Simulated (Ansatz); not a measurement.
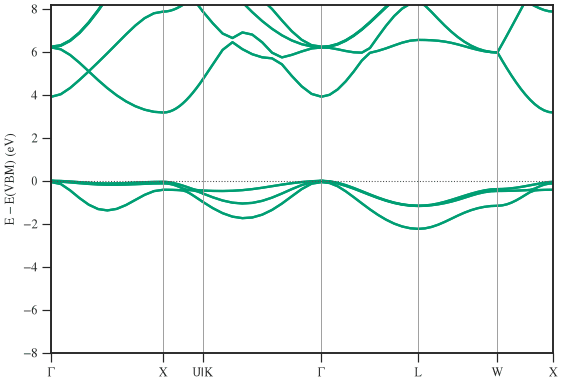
*Band structure from PBEsol with spin–orbit coupling (plane waves, PAW; program Ansatz)*

Q: Read off the gap and where the band edges lie.

A: About 3.2 eV (3.18 eV by a search for the band edges); maximum at Γ, minimum at X.

The material is SrO (rock salt, Fm-3m).

Symmetry was held in the PBEsol relaxation.

Potentials: the later of the program's two PAW sets.
